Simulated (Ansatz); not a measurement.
# Fields on a plane of Ir (fcc, Cu type)

```xyz
1
Lattice="0.0000 1.9353 1.9353 1.9353 0.0000 1.9353 1.9353 1.9353 0.0000" Properties=species:S:1:pos:R:3 pbc="T T T"
Ir     0.0000     0.0000     0.0000
```

The slice is a {110} plane (indices of the conventional cell) through the point (0.000, 0.000, 0.000) (fractional), spanned by u = [100] and v = [1 -1 -1] in vectors of this cell: u (2.74 Å) and v (3.87 Å, at 90° to u). It covers one period; positions are fractions (u, v).

Atoms on it: Ir at (0.00, 0.00).

These are PBE (plane waves to 420 eV, PAW, scalar-relativistic; Ansatz, an electronic-structure program) values and carry that method's errors. k mesh 21×21×21. These are valence fields of a PAW run, semicore shells included where kept as valence: close to a nucleus they are smooth pseudo fields. Ir is run without spin polarisation. Ir was relaxed with its symmetry unable to fall. Spin-orbit coupling is left out, though Ir is heavy. The PAW data are Ansatz's earlier set.

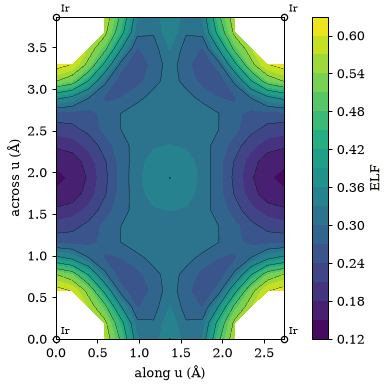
Figure: Electron localisation function (ELF), one period of the plane, atoms marked. Points within 0.5 Å of a nucleus are left white, as the pseudised field means little there.

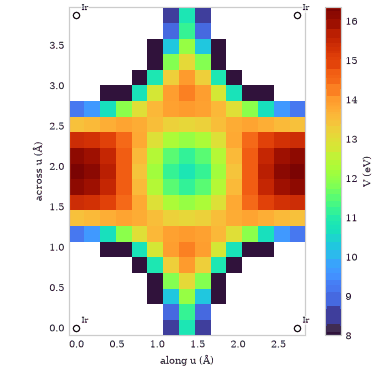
*Electrostatic potential energy of an electron, from the cell's mean, in eV, one period of the plane, atoms marked. Points within 1 Å of a nucleus are left white, as the pseudised field means little there. Values under 8 eV are set to 8. The zero, the cell's mean, hangs on the PAW cores.*

Density on the Ir–Ir line (2.74 Å) at its midpoint: 0.43 e/Å³
ELF at that point: 0.36
